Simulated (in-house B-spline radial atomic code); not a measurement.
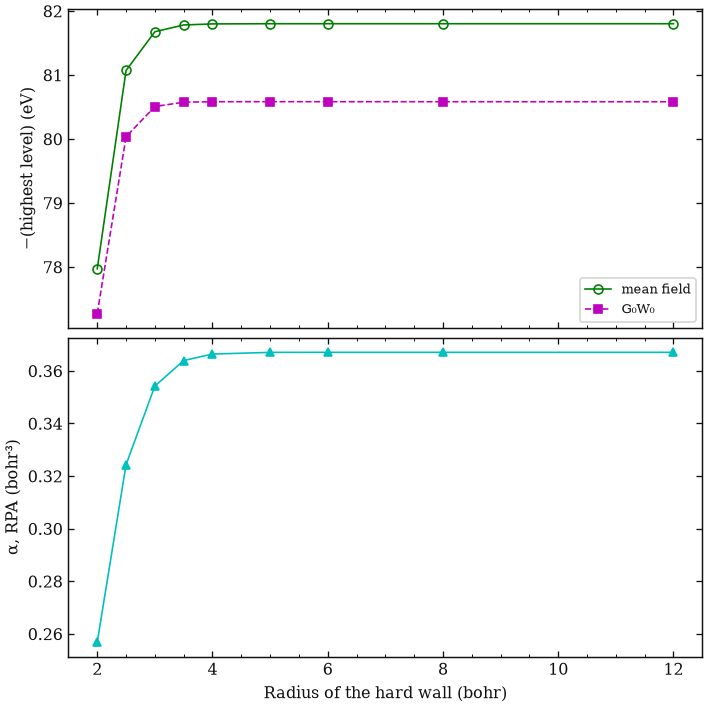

Mg²⁺ ([He] 2s² 2p⁶) confined in a hard spherical wall, Hartree-Fock start. All-electron spherical atom, non-relativistic, no spin-orbit coupling, Breit or QED terms; computed with a B-spline radial code.

Q: Describe the effect of the wall.

A: As the wall closes from 12 to 2 bohr, the mean-field binding energy of 2p goes from 81.80 to 77.97 eV, and the G₀W₀ value from 80.58 (at 12 bohr) to 77.27 eV (at 2 bohr). The RPA-screened polarisability falls from 0.367 to 0.257 bohr³, and the RPA correlation energy goes from −0.5395 to −0.5349 hartree.
